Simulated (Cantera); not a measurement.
Charge: 1 mol Al, a varied amount of HCl, 21 mol H₂, 0.22 mol H₂O, at 1627 °C and 12.0 Pa.

These are equilibrium values from Cantera (NASA tables, ideal gas, pure condensed phases), not measurements of a reactor. Candidate condensed phases: Al, AlCl₃, Al₂O₃, H₂O; 29 gas species. The tables' values for AlCl₂, AlOH are old estimates; treat these amounts as uncertain. Rates play no part.

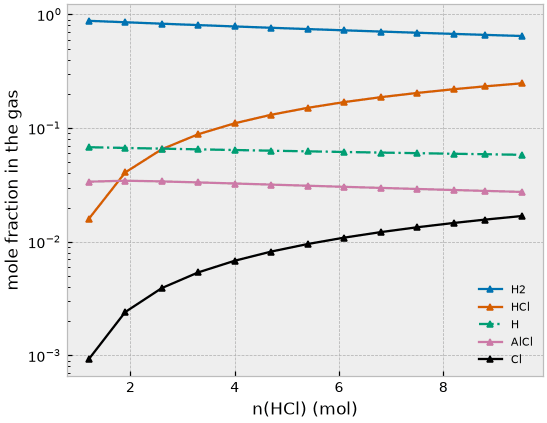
Figure. Equilibrium gas composition (values under 1e-9 drawn at 1e-9)

From 1.2 mol HCl to 9.5 mol HCl the condensed part is Al₂O₃(s). The main Al-bearing gas is AlCl throughout. The share of Al in condensed phases is highest at 1.2 mol HCl (13.4 %) and lowest at 9.5 mol HCl (8.0 %).
